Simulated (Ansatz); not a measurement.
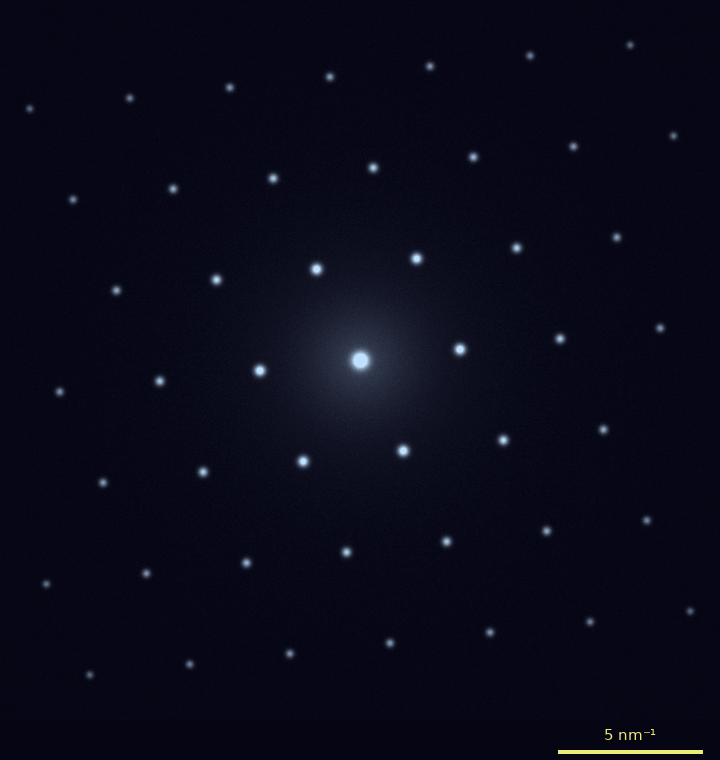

Simulated selected-area electron diffraction pattern (200 kV, kinematic approximation, thin crystal, B = 0.5 Å² for all atoms).

Read the repeat vectors of the pattern off the scale bar.

The spots form a centred rectangular net with both shortest vectors at d = 2.86 Å, 70.5° apart.

What is the point symmetry of the pattern, intensities included?

2mm.

Which crystal and zone produced it?

This cannot be fixed from one zone alone; the pattern is [110] of Pb, space group Fm-3m (No. 225), a = 4.95 Å. The net vectors are -1 1 -1 and -1 1 1. Structure: the input geometry of an electronic-structure calculation (not necessarily at equilibrium).
